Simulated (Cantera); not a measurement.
Input: 1 mol CuO, 180 mol H₂, 0.093 mol H₂O, at 1.33 mbar.

These are equilibrium values from Cantera (NASA tables, ideal gas, pure condensed phases), not measurements of a reactor. Candidate condensed phases: Cu, CuO, Cu(OH)₂, Cu₂O, H₂O; 12 gas species. Rates play no part.

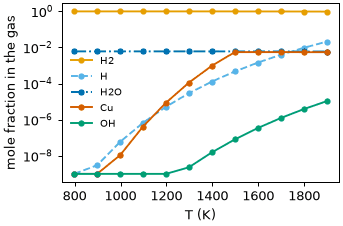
*Equilibrium gas composition (values under 1e-9 drawn at 1e-9)*

From 798 K to 1298 K the condensed part is Cu(s). At 1398 K the condensed part is Cu(l). From 1498 K to 1898 K nothing is condensed.
